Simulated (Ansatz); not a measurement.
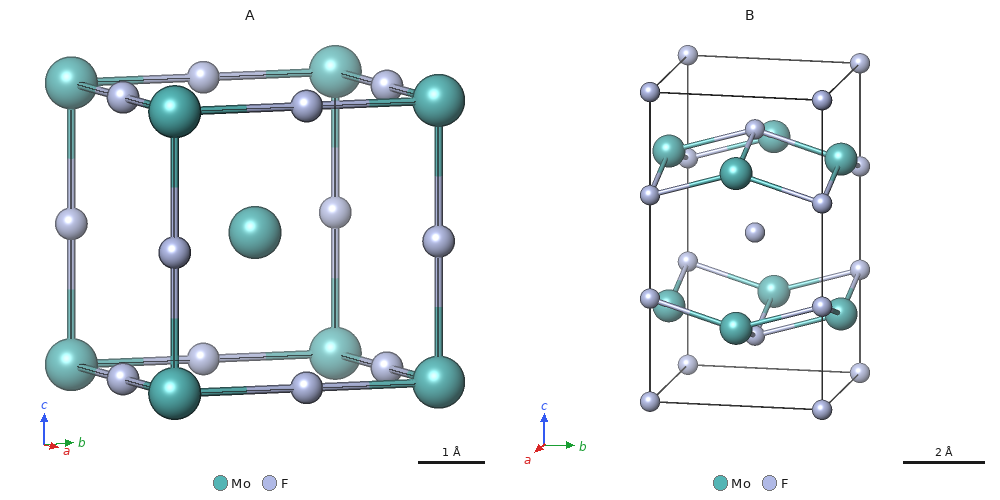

Two structures of Mo₂F₃, each relaxed to rest (conventional cells in solid outline, small ones repeated, not to one scale). Method: Ansatz, DFT PBE, scalar-relativistic, plane waves, PAW, with collinear spins.

State the structure in each panel.

Answer. A: 5 atoms a cell on a primitive cubic lattice, Pm-3m. B: 10 atoms a cell on a body-centred tetragonal lattice, I4/mmm.

Which of the two does the method prefer?

Answer. A is lower, by 283 meV/atom at this level of theory (energies at zero smearing). Volumes: A 16.3, B 14.8 Å³/atom.

One or both may be structure types tried for this composition rather than known phases.
